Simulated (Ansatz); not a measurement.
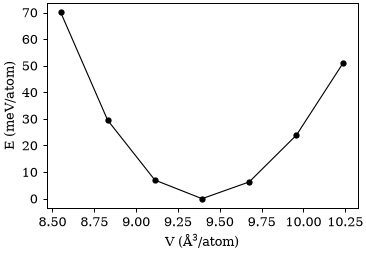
Fig. 1. TiC (CsCl type, space group No. 221) under volume change, plane-wave PAW LDA (Ansatz code), scaled uniformly.

### Question
What does a third-order Birch–Murnaghan fit give for V₀, B₀ and B′?

### Answer
V₀ = 9.40 Å³/atom, B₀ = 251 GPa, B′ = 4.1.

Space group Pm-3m (CsCl type). A made-up cell: these elements were put on the sites of a structure type; neither database checked (COD, Materials Project) lists it. It is not the phase usual at ambient conditions (space group No. 225). The cell was relaxed with LDA under the symmetry of its start. At this level the phase is mechanically unstable. The run is not spin-polarised.

Potentials: the later of the program's two PAW sets.
